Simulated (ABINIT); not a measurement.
# LiHF2 (R-3m): G0W0 in ABINIT against the screening cutoff in the self-energy, part 2 of 2

Wanted: the cheapest screening cutoff in the self-energy that holds the gap of LiHF2 (R-3m).

ABINIT 10.8.3; LDA and many-body steps on it, plane waves. Known limits of the many-body steps: not at the basis limit.

So far. Step 2 (Screening, 4×4×4 mesh, 61 bands, screening to 176.9 eV): Local fields lower ε∞ by 5 %. Step 5 (2.3 Ha): The gap on the mesh goes from 8.10 eV to 13.63 eV, a correction of +5.53 eV.

## 6. 3.2 Ha

Level of this step: G0W0 on LDA, plane waves, norm-conserving pseudopotentials (ABINIT).

run.abi reads:

```
acell 3*1.0 Angstrom
rprim 
  1.466983587415 0.846963369091 4.366688724100
  -1.466983587415 0.846963369091 4.366688724100
  0.000000000000 -1.693926738182 4.366688724100
ntypat 3
znucl 3 1 9
natom 4
typat 1 2 3 3
xred 
  0.000000000000 0.000000000000 0.000000000000
  0.500000000000 0.500000000000 0.500000000000
  0.413301880000 0.413301880000 0.413301880000
  0.586698120000 0.586698120000 0.586698120000
pp_dirpath "pseudos"
pseudos "Li.upf, H.upf, F.upf"
ecut 36
ngkpt 4 4 4
nshiftk 1
shiftk 0 0 0
kptopt 1
chksymbreak 0
istwfk *1
occopt 1
irdwfk 1
optdriver 4
nband 61
gwcalctyp 0
ecutsigx 36
symsigma 1
nkptgw 2
kptgw 
  0.5000000000 0.5000000000 0.5000000000
  0.0000000000 0.0000000000 0.0000000000
bdgw 
  8 11
  8 11
ecuteps 3.2
irdscr 1
ppmodel 1
indata_prefix "in"
outdata_prefix "out"
tmpdata_prefix "tmp"
```

Command:

```
$ OMP_NUM_THREADS=1 mpirun -n 4 abinit run.abi > log
```

Output:

```text
.Version 10.8.3 of ABINIT. v10.8.2 released Aug 2026.

 Symmetries : space group R-3 m (#166); Bravais hR (rhombohedral)
[... echo of the input left out ...]
== DATASET  1 ==================================================================
-   mpi_nproc: 4, omp_nthreads: 1 (-1 if OMP is not activated)

--- !DatasetInfo
iteration_state: {dtset: 1, }
dimensions: {natom: 4, nkpt: 13, mband: 61, nsppol: 1, nspinor: 1, nspden: 1, mpw: 2290, }
cutoff_energies: {ecut:  36.0, pawecutdg:  -1.0, }
[...]
Band     E0 <VxcDFT>   SigX SigC(E0)      Z dSigC/dE  Sig(E)    E-E0       E
[...]
10   5.338 -11.080  -6.071  -2.864   0.902  -0.109  -9.147   1.934   7.272
       11  10.038  -9.600  -3.792  -3.187   0.901  -0.110  -7.238   2.361  12.400

== END DATASET(S) ==============================================================
================================================================================

 -outvars: echo values of variables after computation  --------
           etotal      0.0000000000E+00
            nband          61
             nkpt          13
          spgroup         166
 [... the other variables as echoed above ...]

 Calculation completed.
```

Elapsed: 3 s, on 4 MPI ranks of Arm Neoverse V2, shared host; peak memory 0.2 GiB; 12 s of CPU time.

Numbers from this step:

```
G0W0 gap on the points computed              : 13.14 eV
starting gap on the mesh                     : 8.102 eV
k of the valence top                         : 0.5, 0.5, 0.5
k of the conduction bottom                   : 0, 0, 0
least direct G0W0 gap on the computed points : 13.38 eV
```

Against the run before, the gap moves by −0.491 eV.

## 7. 4.9 Ha

Changes to run.abi since step 6:

```diff
@@ -37,3 +37,3 @@
   8 11
-ecuteps 3.2
+ecuteps 4.9
 irdscr 1
```

Output:

```text
.Version 10.8.3 of ABINIT. v10.8.2 released Aug 2026.

 Symmetries : space group R-3 m (#166); Bravais hR (rhombohedral)
[... echo of the input left out ...]
== DATASET  1 ==================================================================
-   mpi_nproc: 4, omp_nthreads: 1 (-1 if OMP is not activated)

--- !DatasetInfo
iteration_state: {dtset: 1, }
dimensions: {natom: 4, nkpt: 13, mband: 61, nsppol: 1, nspinor: 1, nspden: 1, mpw: 2290, }
cutoff_energies: {ecut:  36.0, pawecutdg:  -1.0, }
[...]
Band     E0 <VxcDFT>   SigX SigC(E0)      Z dSigC/dE  Sig(E)    E-E0       E
[...]
10   5.338 -11.080  -6.071  -2.747   0.899  -0.113  -9.047   2.033   7.372
       11  10.038  -9.600  -3.792  -3.123   0.900  -0.111  -7.183   2.417  12.455

== END DATASET(S) ==============================================================
================================================================================

 -outvars: echo values of variables after computation  --------
           etotal      0.0000000000E+00
            nband          61
             nkpt          13
          spgroup         166
 [... the other variables as echoed above ...]

 Calculation completed.
```

Wall time 3.9 s (4 MPI ranks); peak memory 0.96 GiB; 15 s of CPU time.

This step gave:

```yaml
g0w0_gap_on_the_points_computed: 12.91 eV
starting_gap_on_the_mesh: 8.102 eV
k_of_the_valence_top: 0.5, 0.5, 0.5
k_of_the_conduction_bottom: 0, 0, 0
least_direct_g0w0_gap_on_the_computed_points: 13.15 eV
```

Against the run before, the gap moves by −0.229 eV.

## 8. 6.5 Ha

Changes to run.abi since step 7:

```diff
@@ -37,3 +37,3 @@
   8 11
-ecuteps 4.9
+ecuteps 6.5
 irdscr 1
```

Output:

```text
.Version 10.8.3 of ABINIT. v10.8.2 released Aug 2026.

 Symmetries : space group R-3 m (#166); Bravais hR (rhombohedral)
[... echo of the input left out ...]
== DATASET  1 ==================================================================
-   mpi_nproc: 4, omp_nthreads: 1 (-1 if OMP is not activated)

--- !DatasetInfo
iteration_state: {dtset: 1, }
dimensions: {natom: 4, nkpt: 13, mband: 61, nsppol: 1, nspinor: 1, nspden: 1, mpw: 2290, }
cutoff_energies: {ecut:  36.0, pawecutdg:  -1.0, }
[...]
Band     E0 <VxcDFT>   SigX SigC(E0)      Z dSigC/dE  Sig(E)    E-E0       E
[...]
10   5.338 -11.080  -6.071  -2.694   0.898  -0.114  -9.003   2.078   7.416
       11  10.038  -9.600  -3.792  -3.095   0.899  -0.112  -7.159   2.440  12.479

== END DATASET(S) ==============================================================
================================================================================

 -outvars: echo values of variables after computation  --------
           etotal      0.0000000000E+00
            nband          61
             nkpt          13
          spgroup         166
 [... the other variables as echoed above ...]

 Calculation completed.
```

The job ended after 4.8 s (4 MPI ranks; peak memory 0.82 GiB; 19 s of CPU time).

Numbers from this step:

```
G0W0 gap on the points computed              : 12.86 eV
starting gap on the mesh                     : 8.102 eV
k of the valence top                         : 0.5, 0.5, 0.5
k of the conduction bottom                   : 0, 0, 0
least direct G0W0 gap on the computed points : 13.10 eV
```

Against the run before, the gap moves by −0.052 eV.

## 9. Side by side

Times are wall times on 4 MPI ranks of Arm Neoverse V2, shared host, good to a factor of about two. A run's time includes the screening step that it read.

| run | mesh | bands | screening cutoff (eV) | DFT gap (eV) | gap on the mesh (eV) | direct (eV) | ε∞ used | time |
| --- | --- | --- | --- | --- | --- | --- | --- | --- |
| 0.7 Ha | 4×4×4 | 61 | 19 | 8.102 | 15.816 | 16.054 | 1.90 | 36 s |
| 1.3 Ha | 4×4×4 | 61 | 35.4 | 8.102 | 14.244 | 14.480 | 1.90 | 36 s |
| 2.3 Ha | 4×4×4 | 61 | 62.6 | 8.102 | 13.630 | 13.872 | 1.90 | 36 s |
| 3.2 Ha | 4×4×4 | 61 | 87.1 | 8.102 | 13.139 | 13.380 | 1.90 | 36 s |
| 4.9 Ha | 4×4×4 | 61 | 133.3 | 8.102 | 12.910 | 13.153 | 1.90 | 37 s |
| 6.5 Ha | 4×4×4 | 61 | 176.9 | 8.102 | 12.858 | 13.102 | 1.90 | 38 s |

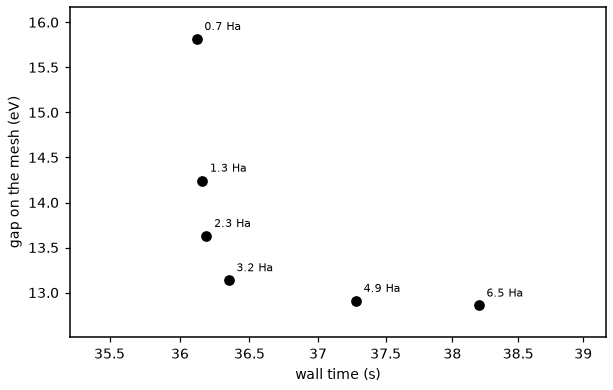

Result against wall time.

## 10. Summary of results

```yaml
0p7_ha: 15.816 eV
1p3_ha: 14.244 eV
2p3_ha: 13.630 eV
3p2_ha: 13.139 eV
4p9_ha: 12.910 eV
6p5_ha: 12.858 eV
known_limits: not at the basis limit
```

**Reading.** The setting moved: screening cutoff in the self-energy. From 0.7 Ha to 6.5 Ha the gap moves by −2.96 eV. The last step still moves it by −0.052 eV. Bands and screening cutoff are coupled, so a series along one setting does not show full convergence. Bands and cutoff are finite, so the gap is not at the basis limit. The miss can reach some tenths of an eV and take either sign; the mesh is an error of its own. In the G0W0 runs levels were corrected at 2 k points alone, so a gap called «on the mesh» is the least over those, and an edge elsewhere would be missed.

[Paths, hosts, dates, memory and timing lines, banners, echoed tables and standing remarks are left out of the program output.]

[Logs are printed without paths, hosts, clocks, repeated set-up lines and the standing remarks that a program may print on its own settings, such as how far it seeks lower states.]

[Runs of the session that timed out or met a known fault of the program may be left out.]

[Hosts, paths, dates, database ids (printed as entryN), source tags and the programs' standing remarks are cut or masked in the printed files.]

[G0W0 gaps are taken among the corrected bands and points alone; a level outside them can change the order at an edge.]

[Where Ansatz stands beside ABINIT at settings called matched, ABINIT's density can come from a denser mesh and the files from another edition; pairs whose starting gaps differed by over 0.03 eV were left out, so agreement reads better than it is.]
